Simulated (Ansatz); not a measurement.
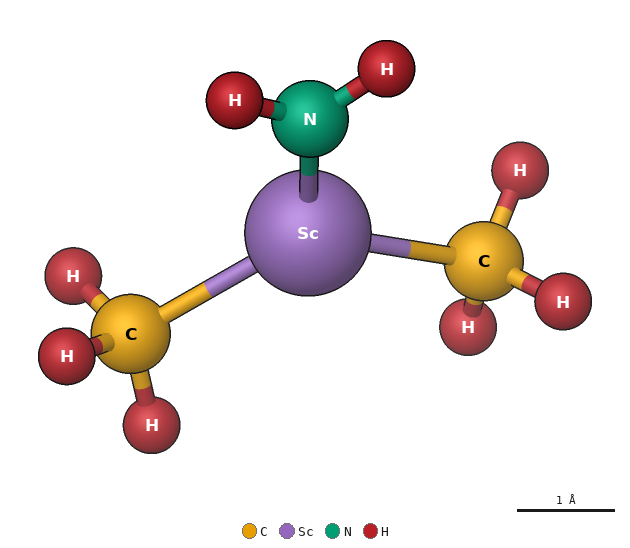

The picture shows a molecular structure as a ball-and-stick model.

Charge 0, singlet. The computed structure is the end point of a PBE0-D4/def2-TZVP optimisation.

> Which formula does it have?

C₂H₈NSc, 12 atoms: 2 carbon, 8 hydrogen, 1 nitrogen and 1 scandium.

> Give a SMILES string for it.

[CH3][Sc]([CH3])[NH2]

> Count the bonded pairs by element.

6 C–H, 2 C–Sc, 2 N–H, 1 N–Sc.

The parts below concern this one geometry. Atoms keep their numbers from picture to picture.

## Shape

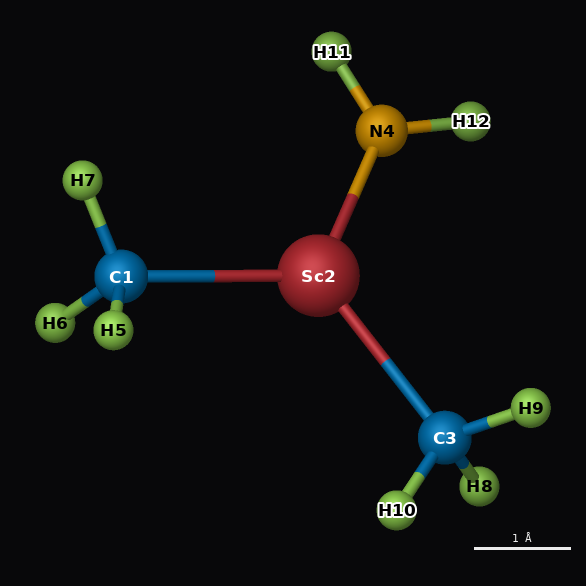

Numbered structure.

> What is the geometry at C1?

C1 has 4 neighbours (Sc2 at 2.20, H5 at 1.10, H6 at 1.10, H7 at 1.10 Å); the arrangement is tetrahedral.

> What is the geometry at C3?

C3 has 4 neighbours (Sc2 at 2.20, H8 at 1.10, H9 at 1.10, H10 at 1.10 Å); the arrangement is tetrahedral.

> Describe the coordination of atom 4.

N4 has 3 neighbours (Sc2 at 1.98, H11 at 1.01, H12 at 1.01 Å); the arrangement is trigonal planar.

> Describe the coordination of atom 2.

Sc2 has 3 neighbours (C1 at 2.20, C3 at 2.20, N4 at 1.98 Å); the arrangement is trigonal planar.

## Electronic properties

Method: RKS BHLYP-D4/def2-TZVPP (Ansatz 0.2.0).

Computed properties:

- HOMO energy (Kohn–Sham orbital): −7.77 eV
- LUMO energy (Kohn–Sham orbital): −0.82 eV
- HOMO–LUMO gap: 6.95 eV
- dispersion correction: −22.2 kJ/mol

## Charges

The questions are on Mulliken charges. Properties computed with RKS PBE-D4/def2-TZVPP (Ansatz 0.2.0).

Give the Mulliken charges atom by atom.

```
atom  value (e)
  C1      −0.59
 Sc2       0.82
  C3      −0.59
  N4      −0.44
  H5       0.09
  H6       0.09
  H7       0.09
  H8       0.09
  H9       0.09
 H10       0.09
 H11       0.13
 H12       0.13
```

## Vibrations

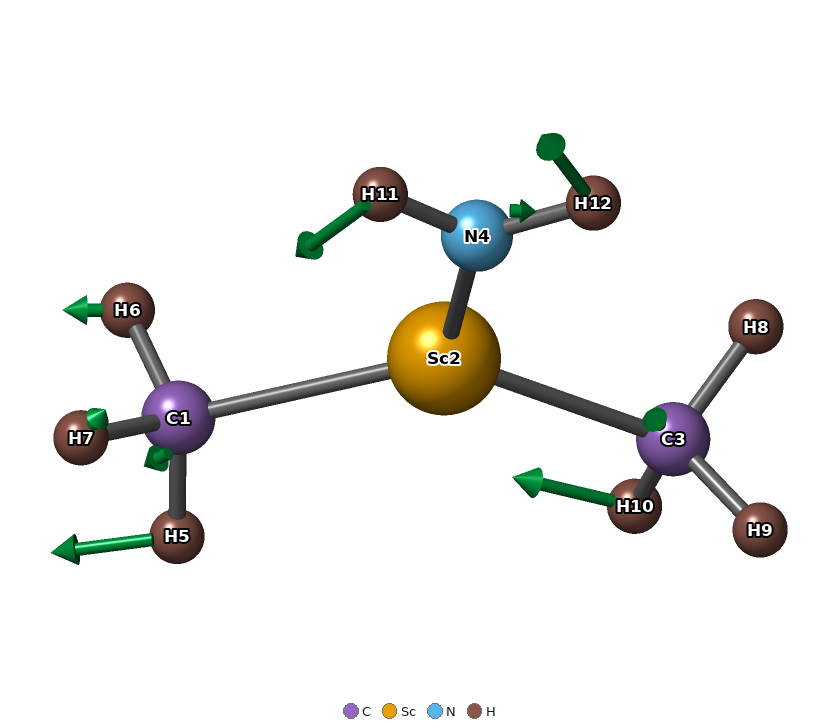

The arrows show one normal mode. Harmonic vibrations computed with RKS PBE0-D4/def2-TZVP (Ansatz 0.2.0) at a stationary point of the same level.

> At what wavenumber does it lie?

425 cm⁻¹; it is mode 10 of 30 counted from the lowest.

Mulliken values depend strongly on the basis set and can even reverse the polarity of a bond.
